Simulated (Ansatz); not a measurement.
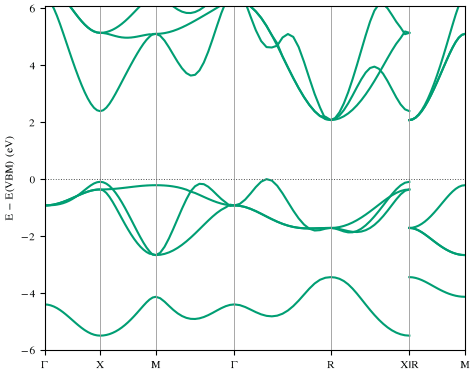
Figure: Band structure from plane-wave PAW r²SCAN+D4 (Ansatz code)

Question: Read off the gap and where the band edges lie.

Answer: About 2.1 eV (2.07 eV by a search for the band edges); maximum on the Γ–R line, 34 % of the way from Γ, minimum at R.

The material is TlI (CsCl type, Pm-3m).

The first step of the workflow began from a Materials Project structure, measured or hypothetical; the Crystallography Open Database files this formula in space group No. 221, but the cells were not matched. Its standing as an ambient phase is unchecked. The r²SCAN+D4 relaxation kept the symmetry of its start; whether a distortion lowers the energy is not shown. Scalar-relativistic: spin–orbit coupling is off unless named, which matters more the heavier the elements.

Potentials: the later of the program's two PAW sets.
